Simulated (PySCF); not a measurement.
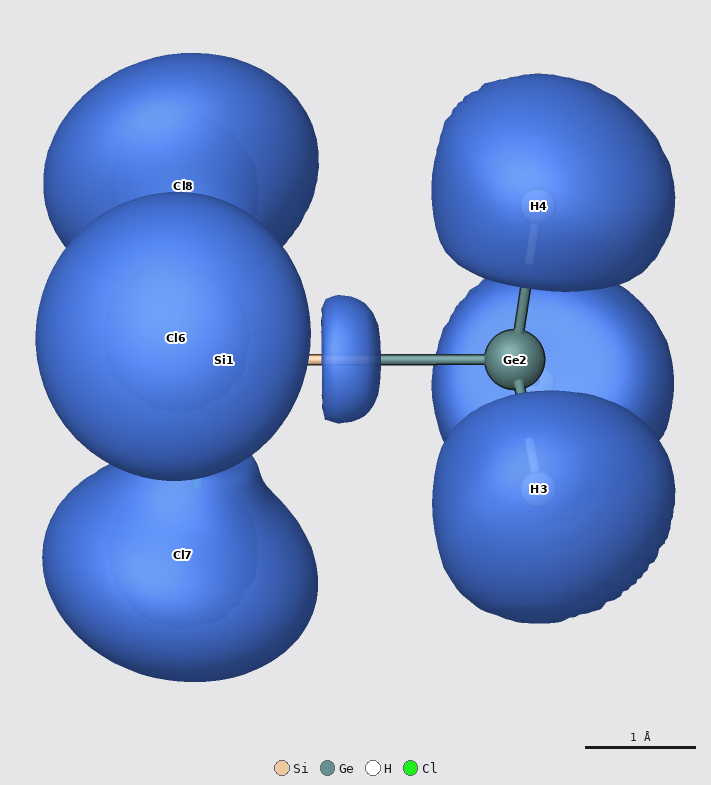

The picture shows: Cl$_{3}$GeH$_{3}$Si (charge +1, doublet). Isosurface of the ELF at 0.75 (blue), seen from one side. Core shells and regions of very low density are left out.

Geometry: PBE0-D3(BJ)/def2-SVP.

The calculation used PySCF, DFT single point, gas phase, functional TPSSh.

```xyz
8

Si   -0.0010    0.0108   -1.2719
Ge    0.0219    0.0023    1.3912
H     0.8536    1.2647    1.6075
H     0.7006   -1.3503    1.5960
H    -1.4876    0.0904    1.6035
Cl    1.9527   -0.0193   -1.7200
Cl   -0.9741    1.7246   -1.6393
Cl   -1.0230   -1.6736   -1.6420
```

Q: Describe the localisation domains.

A: The surface consists of one region between bonded Ge–Si atoms (shared pairs), three regions around hydrogen nuclei and three regions on Cl in which the atom's valence shell and bonds are merged. Profiles from the grid: Si–Cl (2.00 Å): the ELF peaks at about 0.85 between the atoms: a shared but strongly polarised pair. Si–Ge (2.66 Å): the ELF peaks at about 0.90 between the atoms.
